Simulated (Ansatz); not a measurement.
H2OSi2

Input

```
crystal:
  periodic: [false, false, false]
  atoms:
    - {symbol: O, position_ang: [0.265638, -2.585874, 1.649192]}
    - {symbol: Si, position_ang: [-0.831171, -1.259750, 1.671349]}
    - {symbol: Si, position_ang: [1.274546, -1.517379, 0.752947]}
    - {symbol: H, position_ang: [0.605253, -0.264935, 1.775757]}
    - {symbol: H, position_ang: [-0.220172, -0.919036, 0.066853]}
basis:
  gaussian:
    orbitals: def2-TZVPD
output:
  forces: true
  orbitals: {seedname: orbitals}
hamiltonian:
  xc: {name: PBE0}
```

Run with:

```sh
ansatz run input.yaml --threads 1 --pin off --max-ram 2610MiB --events-out events.jsonl --progress --plain --runs-dir runs
```

Geometry: PBE0-D3(BJ)/def2-SVP.

These are results of Ansatz, isolated molecule in a Gaussian basis; Kohn-Sham density functional theory, functional PBE0, not measurements.

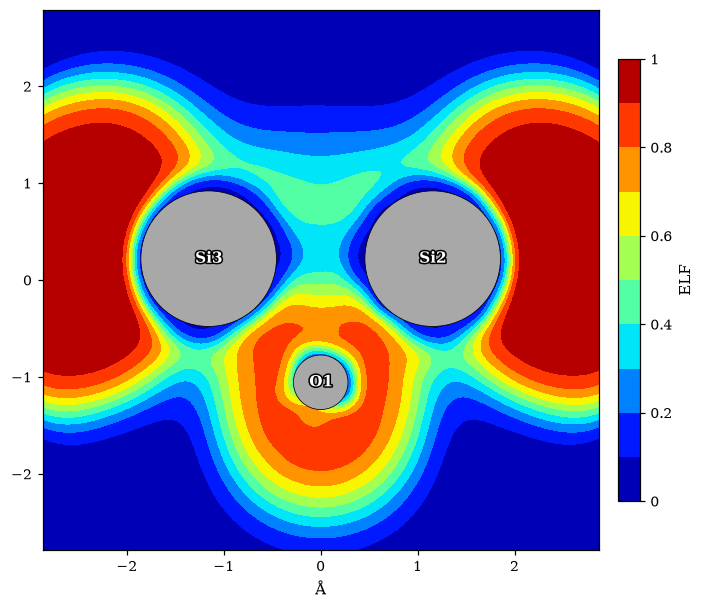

Figure 1. Electron localisation function on the plane of atoms Si2, O1 and Si3. Grey discs cover the atomic cores.

Describe what can be read from this map.

Answer. Atoms in the plane: O and Si.
Si–O (1.72 Å): the ELF peaks at about 0.85 between the atoms: a polar covalent bond.
Si–Si (2.31 Å): the ELF is about 0.35 at the midpoint.
The ELF also peaks beside O1, Si3 and Si2, away from the bonds: lone-pair regions.

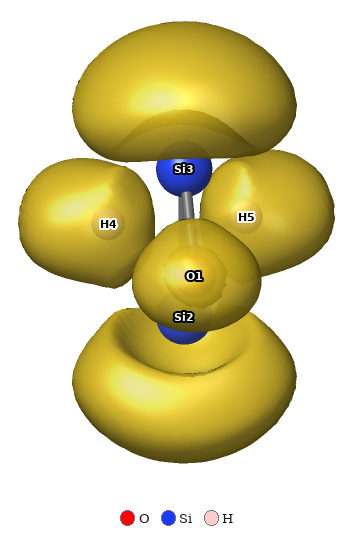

Figure 2. Isosurface of the electron localisation function at 0.75 (yellow), seen at an oblique angle. Core shells and regions of very low density are left out.

Describe the localisation domains.

Answer. The surface consists of two regions around hydrogen nuclei, two lobes on Si, pointing away from the bonds (lone pairs) and one region wrapped around O (its valence shell).

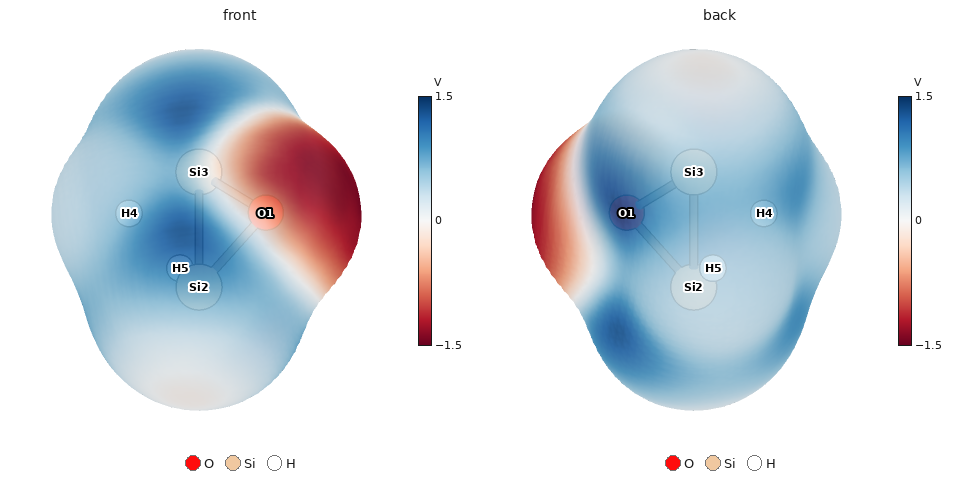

Figure 3. The electrostatic potential painted on the density surface at 0.002 e/bohr³, seen from the front and from behind; red is negative and blue positive.

Which sites attract a positive test charge, and which a negative one?

Answer. A positive charge is drawn to the negative regions and a negative charge to the positive ones. The most negative region (about −1.4 V, or −32 kcal/mol for a unit charge) lies over O1, the most positive (about +1.3 V, or +30 kcal/mol for a unit charge) over Si2 and Si3. O1 is the likeliest acceptor of a hydrogen bond.
